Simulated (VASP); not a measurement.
Here is the system:

```xyz
2
Lattice="0.0000 2.4497 2.4497 2.4497 0.0000 2.4497 2.4497 2.4497 0.0000" Properties=species:S:1:pos:R:3 pbc="T T T"
P      0.0000     0.0000     0.0000
Mo     2.4497     2.4497     2.4497
```

All values below come from PBEsol GGA, VASP's PBE PAW potentials (set 64) (plane waves; VASP). Run with 400 eV cut-off, 14×14×14 Γ-centred mesh, tetrahedra with Blöchl corrections, potentials P Mo_sv.

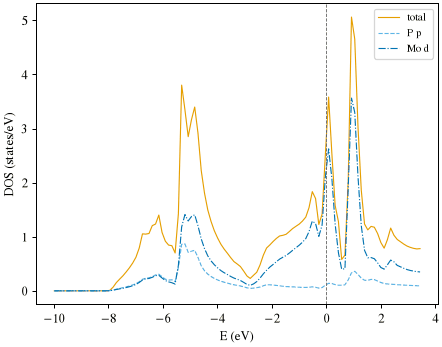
Figure. Total and projected density of states, zero at the Fermi level

Within 2 eV below the Fermi level the largest weight inside VASP's projection spheres is Mo d.

It has no gap at this level: it comes out as a metal or semimetal.

The structure was generated: MoP was put into the rocksalt type (Fm-3m), which need not be its known phase. It was relaxed first, which changed the volume by -20 %. The electron count is odd and the run is not spin-polarised, which forces a metal. VASP warned that the highest band is occupied, so more bands are needed.
